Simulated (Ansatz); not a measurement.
## From In(OH)3 to InCl3: predicting a member

On one In centre, n of the OH ligands are replaced by Cl. The atomisation energy (no zero-point term) y in kJ/mol at CCSD(T)/def2-TZVPP. Shapes, held fixed at every level: PBE0-D4/def2-TZVP. Flexible molecules stand in one conformer, not always the lowest. Programs: Ansatz 0.2.0.

| molecule | n | y (kJ/mol) |
| --- | --- | --- |
| In(OH)3 | 0 | 2235 |
| In(OH)2Cl | 1 | 1806 |
| In(OH)Cl2 | 2 | ? |
| InCl3 | 3 | 957 |

Question: Fit y = c + s·n to the known rows and predict In(OH)Cl2.

Answer: 
1. Means of the 3 rows: n = 1.33333, y = 1666.0.
2. Σ(Δn)² = 4.6667, Σ(Δn·Δy) = -1987, so the slope is -1987/4.6667 = -425.78.
3. Intercept: 1666.0 − (-425.78) × 1.33333 = 2233.7. The largest residual of the fit is 1.9.
4. In(OH)Cl2: 2233.7 + (-425.78) × 2 = 1382 kJ/mol.

The run gave 1386 kJ/mol, so the prediction is off by -4 kJ/mol, more than the scatter of the fit. The steps are nearly additive. The slope is the difference between a In–Cl and a In–OH bond with the ligands’ own bonds. Other levels give for In(OH)Cl2: wB97M-V/def2-TZVPP 1436; MP2/def2-TZVPP 1448; CCSD(T)/def2-SVP 1295 kJ/mol. Spin-orbit coupling of the free atoms (OH 0, Cl 4 kJ/mol each; the atoms kept shift only the intercept) is left out. For atoms past krypton def2 sets carry core potentials with scalar relativity. Correlated rows may include outer-core shells of In, which these sets cover unevenly.

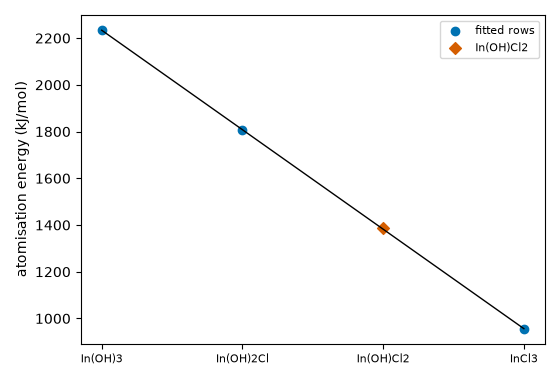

The fitted line, with the withheld member.
